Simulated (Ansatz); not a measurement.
# C$_{2}$H$_{7}$AgSi: what the fields show

```xyz
11

C     1.2782   -1.3238    0.4249
C    -0.1098   -0.9072    0.8946
Ag    0.8113    2.5617    0.7625
Si   -0.1528    0.6883    1.9240
H     1.9650   -1.4748    1.2733
H     1.7288   -0.5535   -0.2226
H     1.2529   -2.2645   -0.1483
H    -0.7876   -0.7732    0.0346
H    -0.5615   -1.7000    1.5179
H    -1.5743    0.9777    2.3097
H     0.5965    0.4522    3.2050
```

Geometry: PBE0-D3(BJ)/def2-SVP; core potentials replace the inner electrons of Ag.

These are results of isolated molecule in a Gaussian basis; Kohn-Sham density functional theory, functional PBE0 (Ansatz 0.2.0), not measurements.

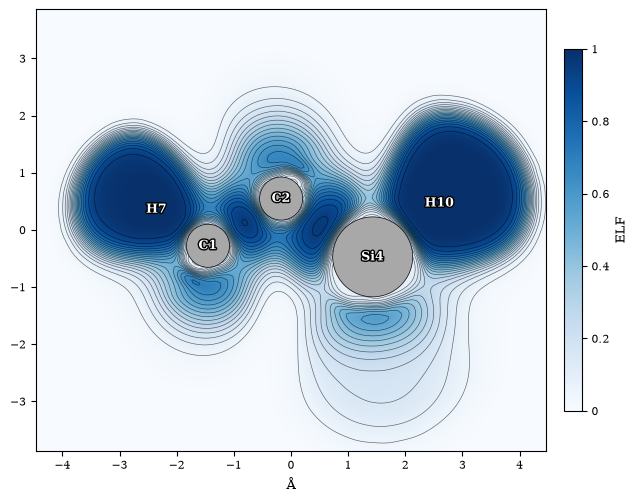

Figure 1. ELF on the plane of atoms C1, C2 and Si4. Grey discs cover the atomic cores.

Q: What do the fields say about this system?

A:
- Atoms in the plane: C, Si and H.
- C–C (1.52 Å): the ELF peaks at about 0.95 between the atoms; a shared electron pair.
- C–Si (1.90 Å): the ELF peaks at about 0.95 between the atoms (a shared electron pair).
- C–H (1.10 Å): the ELF climbs to about 1 towards the hydrogen, as it does in any bond to H; an ordinary covalent bond to hydrogen.
- Si–H (1.50 Å): the ELF climbs to about 1 towards the hydrogen.

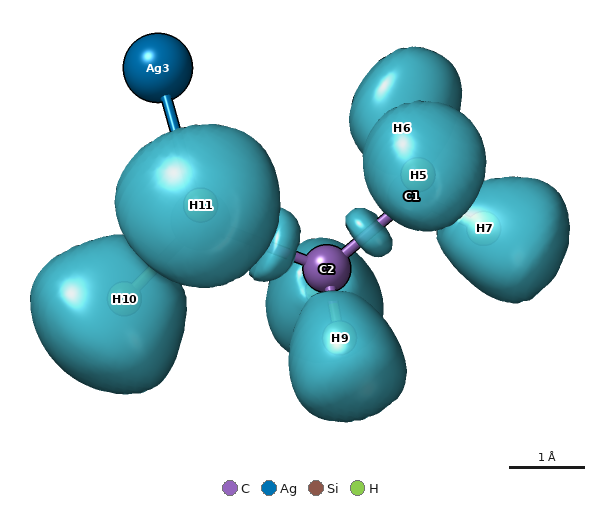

Figure 2. Isosurface of the ELF at 0.85 (cyan), seen across its widest extent. Only the valence region is drawn (cores and ρ < 0.01 e/Å³ removed).

Q: Where are the electrons localised?

A: The surface consists of one region between bonded C–C atoms (shared pairs), one region between bonded C–Si atoms (shared pairs) and seven regions around hydrogen nuclei.

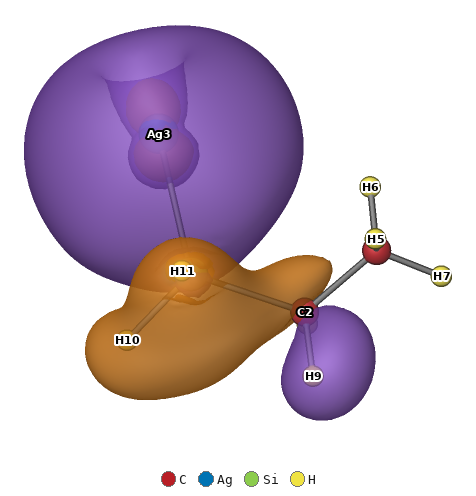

Figure 3. The HOMO at ±0.06 Å⁻³ᐟ² (orange and purple are the two phases), seen across its widest extent.

Q: Where does this orbital lie, and at what energy?

A: It lies mainly on Ag3 (about 55 %) and Si4 (about 30 %). Its energy is −6.33 eV.
